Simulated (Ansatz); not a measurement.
**KBr (rock salt): scan of one atom of the cell**

KBr (rock salt)

```
CELL_PARAMETERS angstrom
      0.00000     3.35261     3.35261
      3.35261     0.00000     3.35261
      3.35261     3.35261     0.00000
ATOMIC_POSITIONS crystal
  Br 0.00000 0.00000 0.00000
  K  0.50000 0.50000 0.50000
```

In this cell atom 1 (Br, nearest neighbour K at 3.353 Å; its periodic images, 4.7 Å or more away, move with it) is moved by s towards the nearest neighbour, unit vector (-1.000, 0.000, 0.000); all other atoms and the cell stay fixed.

All values below come from PBE (plane waves to 420 eV, PAW, scalar-relativistic; Ansatz, an electronic-structure program). k mesh 7×7×7 (Γ-centred), Fermi-Dirac smearing 0.05 eV. Energies are smeared free energies. Stress and pressure are positive under compression. Left out: 2 of 11 points, with atoms too close for the PAW data. KBr was relaxed with its symmetry unable to fall. The zero of ΔE is the undisplaced structure.

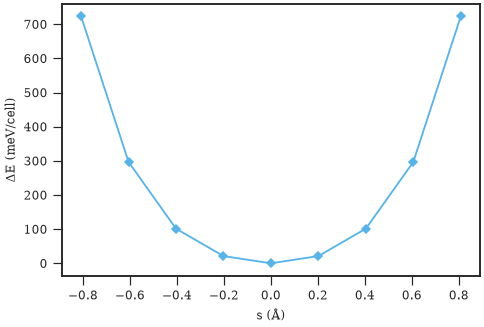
Fig. 1. ΔE (meV/cell) against s (Å); computed points joined by lines.

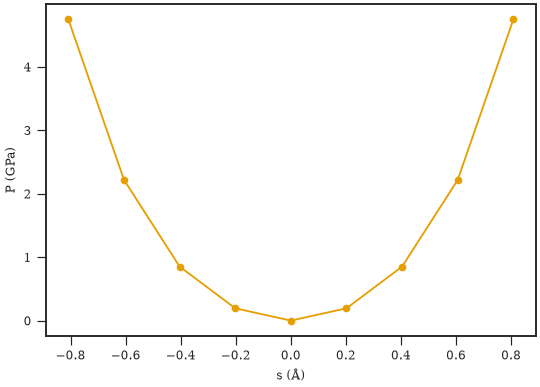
P (GPa) against s (Å); computed points joined by lines.

The force along the line at s = -0.808 Å is 2.98 eV/Å and the energy at s = 0.808 Å comes out as 723 meV/cell. Shape of the curve: a single well with its minimum at or next to zero displacement. Symmetry of the curve: even: the same for both signs.

With its periodic images moving along, the atom's site symmetry in this cell is m-3m.

(For displaced atoms, the force is minus the slope of the energy, and its curvature is a force constant, which sets phonon frequencies.)
